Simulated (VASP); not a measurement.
Band structure of SiO$_{2}$ (rutile). Calculation: SCAN meta-GGA, VASP's PBE PAW potentials (set 64) (plane waves; VASP 6.6.1).

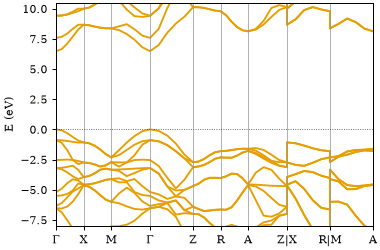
Fig. 1. Bands along high-symmetry lines, zero at the valence-band maximum or, without a gap, the Fermi level

Q: Read the plot: is there a gap, and where are the band edges?

A: The gap is direct, 6.48 eV, from the valence maximum at Γ to the conduction minimum at Γ.

The compound is SiO2 in the rutile structure, stishovite, a high-pressure form. It was relaxed first.
